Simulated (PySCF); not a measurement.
**C₉H₁₇: a changed input and its effect**

System: C₉H₁₇, charge +1.
Method of the first run: GIAO PBE0/pcSseg-1 NMR shielding, non-relativistic, IEF-PCM tetrahydrofuran (PySCF 2.14.0).

The geometry comes from this level: PBE0-D3(BJ)/def2-SVP. Text and figures count atoms from 1; the logs count them from 0 in places.

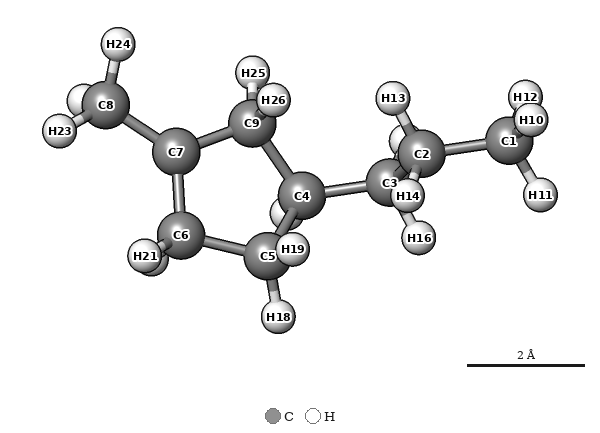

Figure 1. The structure as given in the input (ball-and-stick view, seen at a tilt; atoms are numbered from 1 in the order of the input). Bond lengths as drawn: C–C 1.45 to 1.54 Å and C–H 1.10 to 1.13 Å.

**Input file, the first run**
```
{"job": {"kind": "nmr", "xc": "PBE0", "basis": "pcSseg-1", "solvent": "tetrahydrofuran", "pop": false}, "charge": 1, "multiplicity": 1}
C      3.342216    -0.727233     0.154263
C      1.826981    -0.837338     0.226372
C      1.128247     0.056500    -0.789729
C     -0.396020     0.031148    -0.769646
C     -1.070815    -1.318588    -1.049003
C     -2.480085    -1.129125    -0.489872
C     -2.362175    -0.153933     0.591309
C     -3.431240     0.228275     1.501328
C     -1.029321     0.416005     0.580267
H      3.826292    -1.378485     0.895548
H      3.713716    -1.019859    -0.839857
H      3.678316     0.303868     0.343931
H      1.501989    -0.574673     1.252253
H      1.531429    -1.890209     0.076888
H      1.461532     1.098824    -0.648019
H      1.457090    -0.218376    -1.806008
H     -0.760534     0.761883    -1.514228
H     -1.067715    -1.594904    -2.111231
H     -0.567405    -2.128372    -0.496518
H     -3.102626    -0.550027    -1.219263
H     -3.095031    -2.011680    -0.250241
H     -3.856471     1.164824     1.079805
H     -4.241036    -0.508640     1.571477
H     -3.046032     0.517498     2.491359
H     -0.936791     1.445701     0.959356
H     -0.548731    -0.228024     1.367608
```

The first line tells a small driver script what to run in PySCF; the rest is the geometry in Å.

Launched with:
```bash
OMP_NUM_THREADS=1 python <driver script> task.json out
```

Hardware: 1 CPU thread, shared host.

**Output (the first run)**
```
coarse grid: 20320 points
cycle   1  E = -352.3974183335  dE =  1.103e+00  |g| = 4.616e-01  |ddm| = 4.358e+00
cycle   2  E = -352.3813247186  dE =  1.609e-02  |g| = 5.391e-01  |ddm| = 8.638e-01
cycle   3  E = -352.4534699631  dE = -7.215e-02  |g| = 4.904e-02  |ddm| = 4.540e-01
cycle   4  E = -352.4539235555  dE = -4.536e-04  |g| = 2.545e-02  |ddm| = 6.301e-02
cycle   5  E = -352.4540912019  dE = -1.676e-04  |g| = 3.746e-03  |ddm| = 2.393e-02
cycle   6  E = -352.4540942876  dE = -3.086e-06  |g| = 9.984e-04  |ddm| = 4.068e-03
final grid: 192200 points
cycle   7  E = -352.5087173588  dE = -6.783e-05  |g| = 9.296e-03  |ddm| = 4.422e-02
cycle   8  E = -352.5087124930  dE =  4.866e-06  |g| = 1.039e-02  |ddm| = 1.716e-02
cycle   9  E = -352.5087406881  dE = -2.820e-05  |g| = 4.857e-04  |ddm| = 9.051e-03
cycle  10  E = -352.5087407345  dE = -4.637e-08  |g| = 1.996e-04  |ddm| = 5.687e-04
cycle  11  E = -352.5087407439  dE = -9.428e-09  |g| = 3.596e-05  |ddm| = 1.815e-04
cycle  12  E = -352.5087407442  dE = -2.839e-10  |g| = 1.228e-05  |ddm| = 4.262e-05
converged SCF energy = -352.5087407442

GIAO shielding tensors (ppm)
atom      isotropic    diamagn.    paramagn.     s11        s22        s33       span
  0 C      169.148     243.227     -74.079    158.837    161.509    187.099     28.263
  1 C      165.605     250.423     -84.818    162.315    164.095    170.405      8.089
  2 C      153.329     248.569     -95.240    135.933    154.152    169.900     33.966
  3 C      138.998     249.946    -110.948    109.013    149.700    158.280     49.267
  4 C      153.660     250.999     -97.338    124.299    163.286    173.397     49.098
  5 C      118.580     255.067    -136.488     91.671    120.942    143.125     51.455
  6 C     -156.653     270.620    -427.274   -313.477   -291.296    134.813    448.290
  7 C      144.635     245.205    -100.570    106.161    160.524    167.220     61.059
  8 C      112.658     255.727    -143.069     83.391    117.770    136.814     53.423
  9 H       29.907      26.516       3.392     25.137     27.153     37.432     12.294
 10 H       30.250      27.394       2.856     25.732     28.335     36.682     10.949
 11 H       30.314      28.175       2.139     25.883     28.364     36.696     10.813
 12 H       30.076      33.829      -3.752     23.802     31.752     34.675     10.874
 13 H       29.910      32.897      -2.987     23.608     31.471     34.651     11.044
 14 H       29.670      33.585      -3.915     24.574     29.316     35.119     10.546
 15 H       29.564      32.851      -3.287     24.400     29.485     34.807     10.407
 16 H       28.605      34.297      -5.692     24.987     27.340     33.487      8.500
 17 H       28.992      31.179      -2.187     23.997     27.183     35.797     11.799
 18 H       29.156      33.075      -3.919     23.566     30.275     33.628     10.062
 19 H       27.686      28.491      -0.804     22.566     26.833     33.661     11.095
 20 H       26.836      28.407      -1.571     22.574     26.212     31.721      9.147
 21 H       27.729      24.336       3.393     24.372     25.529     33.287      8.915
 22 H       27.305      24.273       3.032     23.376     26.926     31.613      8.237
 23 H       27.143      26.809       0.334     23.150     26.940     31.339      8.189
 24 H       27.043      33.849      -6.805     23.149     26.581     31.400      8.251
 25 H       27.855      33.577      -5.722     21.817     30.019     31.730      9.913
```

The input of the second run differs as follows (lines with − go, lines with + come):
```diff
-"solvent": "tetrahydrofuran"
-"pop": false
+"solvent": "dimethylsulfoxide"
+"pop": true
```

What does this change do to the results?

The total energy of the second run is 6.5 kcal/mol lower: the change of the electrostatic solvation energy at this fixed geometry, without cavity or dispersion terms. The HOMO goes from −9.41 to −9.01 eV. The LUMO goes from −3.97 to −3.42 eV. Of all shieldings, the largest change is that of C7 and C9, by +0.5 ppm. The number of SCF iterations is the same.

**Output (the second run)**
```
coarse grid: 20320 points
cycle   1  E = -352.4088058822  dE =  1.092e+00  |g| = 4.581e-01  |ddm| = 4.358e+00
cycle   2  E = -352.3944446537  dE =  1.436e-02  |g| = 5.290e-01  |ddm| = 8.257e-01
cycle   3  E = -352.4638839858  dE = -6.944e-02  |g| = 4.640e-02  |ddm| = 4.372e-01
cycle   4  E = -352.4642832090  dE = -3.992e-04  |g| = 2.455e-02  |ddm| = 5.932e-02
cycle   5  E = -352.4644393733  dE = -1.562e-04  |g| = 3.571e-03  |ddm| = 2.279e-02
cycle   6  E = -352.4644421746  dE = -2.801e-06  |g| = 9.349e-04  |ddm| = 3.753e-03
final grid: 192200 points
cycle   7  E = -352.5190709923  dE = -6.793e-05  |g| = 9.248e-03  |ddm| = 4.407e-02
cycle   8  E = -352.5190665563  dE =  4.436e-06  |g| = 1.027e-02  |ddm| = 1.698e-02
cycle   9  E = -352.5190941166  dE = -2.756e-05  |g| = 4.702e-04  |ddm| = 8.874e-03
cycle  10  E = -352.5190941598  dE = -4.316e-08  |g| = 1.978e-04  |ddm| = 5.474e-04
cycle  11  E = -352.5190941691  dE = -9.309e-09  |g| = 3.531e-05  |ddm| = 1.797e-04
cycle  12  E = -352.5190941694  dE = -2.749e-10  |g| = 1.179e-05  |ddm| = 4.168e-05
converged SCF energy = -352.5190941694

GIAO shielding tensors (ppm)
atom      isotropic    diamagn.    paramagn.     s11        s22        s33       span
  0 C      169.161     243.494     -74.333    158.754    161.463    187.267     28.513
  1 C      165.853     250.216     -84.363    162.394    164.652    170.512      8.118
  2 C      153.140     248.649     -95.509    135.642    153.741    170.036     34.393
  3 C      139.365     249.872    -110.506    109.818    149.948    158.330     48.513
  4 C      153.757     251.053     -97.296    124.528    163.339    173.404     48.876
  5 C      118.924     255.008    -136.083     92.061    121.116    143.596     51.534
  6 C     -156.186     270.306    -426.492   -312.427   -290.764    134.632    447.059
  7 C      144.787     245.257    -100.470    106.364    160.672    167.325     60.961
  8 C      113.121     255.707    -142.586     84.097    118.116    137.151     53.054
  9 H       29.955      26.631       3.324     25.196     27.214     37.454     12.258
 10 H       30.304      27.529       2.774     25.814     28.400     36.696     10.882
 11 H       30.345      28.294       2.051     25.937     28.401     36.697     10.760
 12 H       30.006      33.759      -3.754     23.700     31.665     34.653     10.953
 13 H       29.903      32.908      -3.005     23.579     31.469     34.660     11.081
 14 H       29.683      33.635      -3.952     24.612     29.343     35.095     10.483
 15 H       29.619      32.932      -3.313     24.483     29.560     34.814     10.331
 16 H       28.605      34.286      -5.681     24.964     27.336     33.515      8.551
 17 H       29.053      31.238      -2.185     24.077     27.250     35.833     11.757
 18 H       29.170      33.104      -3.934     23.595     30.289     33.627     10.032
 19 H       27.626      28.376      -0.750     22.492     26.763     33.622     11.129
 20 H       26.830      28.352      -1.521     22.548     26.206     31.737      9.188
 21 H       27.704      24.316       3.388     24.339     25.495     33.278      8.939
 22 H       27.322      24.259       3.063     23.391     26.956     31.620      8.229
 23 H       27.149      26.848       0.301     23.153     26.955     31.340      8.187
 24 H       27.024      33.791      -6.767     23.094     26.563     31.416      8.323
 25 H       27.803      33.499      -5.696     21.758     29.955     31.696      9.938
```

**The two runs side by side**

```csv
quantity,the first run,the second run
outcome,converged,converged
total energy (hartree),−352.508741,−352.519094
HOMO (eV),−9.41,−9.01
LUMO (eV),−3.97,−3.42
shielding of C2 (ppm),165.6,165.9
shielding of C3 (ppm),153.3,153.1
shielding of C4 (ppm),139.0,139.4
shielding of C6 (ppm),118.6,118.9
shielding of C7 (ppm),−156.7,−156.2
shielding of C8 (ppm),144.6,144.8
shielding of C9 (ppm),112.7,113.1
SCF iterations,12,12
basis functions,238,238
wall time (shared host),2.2 min,2.3 min
```
